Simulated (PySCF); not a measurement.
**BHBr (SMILES [BH]Br): UB2PLYP/STO-3G**

What is the vertical doublet–quartet gap of BHBr at UB2PLYP/STO-3G? The job is set up through a Python script.

Program for the calculation: PySCF 2.14.0.

19 further runs of the same task are left out: 8 that didn't finish, 11 set aside as unsound or not needed.

### 1 Starting point

BHBr has 3 atoms, charge 0, and is taken as a doublet. As SMILES, `[BH]Br`. Geometry: relaxed at PBE0-D4/def2-TZVP.

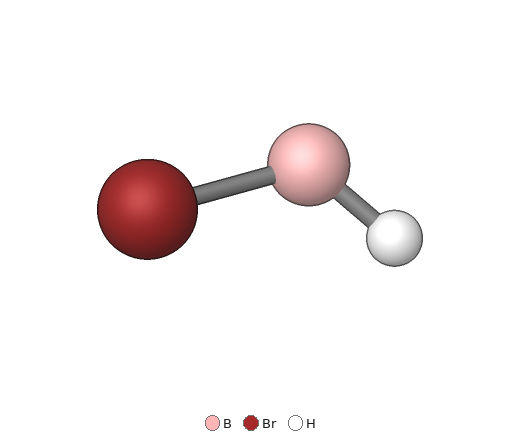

Viewed from a chosen angle; boron pink, bromine red, hydrogen white.

### 2 The energy at UB2PLYP/STO-3G

input.py

```python
# [BH]Br
from pyscf import gto, dft, mp

mol = gto.M(
    atom='''
B     -0.178579    -0.988327    -0.218641
Br     2.231767     1.064294     1.341328
H     -2.073785    -0.198421    -1.147631
''',
    verbose=4,
    unit='bohr',
    spin=1,
    max_memory=1860,
    charge=0,
    basis='sto-3g',
)

calc0 = dft.UKS(mol)
calc0.xc = '0.53*HF + 0.47*B88, 0.73*LYP'
calc0.conv_tol = 1e-10
calc0.grids.level = 5
calc0.kernel()
if not calc0.converged:
    calc0 = calc0.newton().run(calc0.mo_coeff, calc0.mo_occ)

pt = mp.MP2(calc0, frozen=10).run()
etot = calc0.e_tot + 0.27 * pt.e_corr
print('PT2 part  %.8f' % (0.27 * pt.e_corr))
print(f'total energy: {etot:.8f} hartree')
```

Launch:

```
$ OMP_NUM_THREADS=1 python input.py
```

What it wrote:

```text
PySCF version 2.14.0

[INPUT] num. atoms = 3
[INPUT] num. electrons = 41
[INPUT] charge = 0
[INPUT] spin (= nelec alpha-beta = 2S) = 1
[INPUT] symmetry False subgroup None
[INPUT] Mole.unit = bohr
[INPUT] Symbol           X                Y                Z      unit          X                Y                Z       unit  Magmom
[INPUT]  1 B     -0.094499937149  -0.523000125337  -0.115699834573 AA   -0.178579000000  -0.988327000000  -0.218641000000 Bohr   0.0
[INPUT]  2 Br     1.181000236483   0.563200130519   0.709800209969 AA    2.231767000000   1.064294000000   1.341328000000 Bohr   0.0
[INPUT]  3 H     -1.097399762348  -0.104999871368  -0.607300171745 AA   -2.073785000000  -0.198421000000  -1.147631000000 Bohr   0.0

nuclear repulsion = 58.6237201454069
number of shells = 12
number of NR pGTOs = 72
number of NR cGTOs = 24
basis = sto-3g
ecp = {}

[... 36 lines left out ...]
WARN: HOMO -0.156643848534902 >= LUMO -0.156643848534904
[... 42 lines left out ...]
converged SCF energy = -2570.68302431604  <S^2> = 0.75242477  2S+1 = 2.0024233
[... 1 line left out ...]
******** <class 'pyscf.mp.ump2.UMP2'> ********
nocc = (np.int64(11), np.int64(10)), nmo = (14, 14)
frozen orbitals 10
E(UMP2) = -2570.73128215475  E_corr = -0.0482578387125638
E(SCS-UMP2) = -2570.7339948612  E_corr = -0.050970545162495
E_corr(same-spin) = -0.00800637841451717
E_corr(oppo-spin) = -0.0402514602980466
PT2 part  -0.01302962
total energy: -2570.69605393 hartree
```

Wall time 3.9 s (1 thread of Arm Neoverse V1, shared host); peak memory 0.21 GiB.

### 3 The quartet at the same level

input.xyz

```xyz
3
BBrH
B     -0.094500    -0.523000    -0.115700
Br     1.181000     0.563200     0.709800
H     -1.097400    -0.105000    -0.607300
```

input.py

```python
from pyscf import gto, dft, mp

system = gto.M(
    atom='input.xyz',
    max_memory=1860,
    basis='sto-3g',
    verbose=3,
    spin=3,
)

mf = dft.UKS(system)
mf.xc = '0.53*HF + 0.47*B88, 0.73*LYP'
mf.conv_tol = 1e-10
mf.grids.level = 5
mf.kernel()
if not mf.converged:
    mf = mf.newton().run(mf.mo_coeff, mf.mo_occ)

pt = mp.MP2(mf, frozen=10).run()
e_final = mf.e_tot + 0.27 * pt.e_corr
print('PT2 part  %.8f' % (0.27 * pt.e_corr))
print('Final energy', e_final)
```

Launch:

```
$ OMP_NUM_THREADS=1 python input.py
```

What it wrote:

```text
WARN: HOMO -0.0567566625947348 >= LUMO -0.514016845981384

WARN: HOMO -0.107385197841735 >= LUMO -0.143429319413095

WARN: HOMO -0.0732041627042536 >= LUMO -0.139515311700884

WARN: HOMO -0.0776194451559929 >= LUMO -0.125799322101263

WARN: HOMO -0.0684748471179933 >= LUMO -0.124223275936812

WARN: HOMO -0.0609904807445049 >= LUMO -0.122001320003958

WARN: HOMO -0.0591811998708437 >= LUMO -0.124397408798232

WARN: HOMO -0.0591411558367958 >= LUMO -0.124273832186165

WARN: HOMO -0.0591770141535388 >= LUMO -0.124355504032802

WARN: HOMO -0.0591696340629534 >= LUMO -0.124320459630141

WARN: HOMO -0.0591750599276396 >= LUMO -0.124340247165227

WARN: HOMO -0.0591726512079632 >= LUMO -0.124335668236776

WARN: HOMO -0.059172903684506 >= LUMO -0.124336202032706

converged SCF energy = -2570.46367283933  <S^2> = 3.7508943  2S+1 = 4.0004471
E(UMP2) = -2570.49252152733  E_corr = -0.0288486879939613
E(SCS-UMP2) = -2570.49539079102  E_corr = -0.0317179516827993
PT2 part  -0.00778915
Final energy -2570.471461985093
```

Run time: 4.5 s. Hardware: 1 thread of Arm Neoverse V1, shared host; peak memory 0.21 GiB.

### 4 Outcome

Level: UB2PLYP/STO-3G, 10 core orbitals frozen.

```
                                                         quantity           value
                                            doublet: total energy  -2570.69605 Eh
                                doublet: dipole moment (SCF part)          0.46 D
doublet: HOMO energy (SCF part's orbitals) (highest over α and β)        -4.88 eV
 doublet: LUMO energy (SCF part's orbitals) (lowest over α and β)         3.03 eV
                                                    doublet: ⟨S²⟩           0.752
                                            quartet: total energy  -2570.47146 Eh
                                quartet: dipole moment (SCF part)          3.05 D
quartet: HOMO energy (SCF part's orbitals) (highest over α and β)        -1.61 eV
                                                    quartet: ⟨S²⟩           3.751
                 vertical energy of the quartet above the doublet        6.111 eV
```

What this shows: At this shape the quartet lies 6.11 eV (141 kcal/mol) above the doublet. In a minimal basis such a difference can be off by several eV, whatever the method. Mulliken charges (doublet) run from -0.05 on H3 to +0.08 on B1; they depend strongly on the basis. Mulliken charges (quartet) run from -0.27 on B1 to +0.32 on Br2; they depend strongly on the basis.
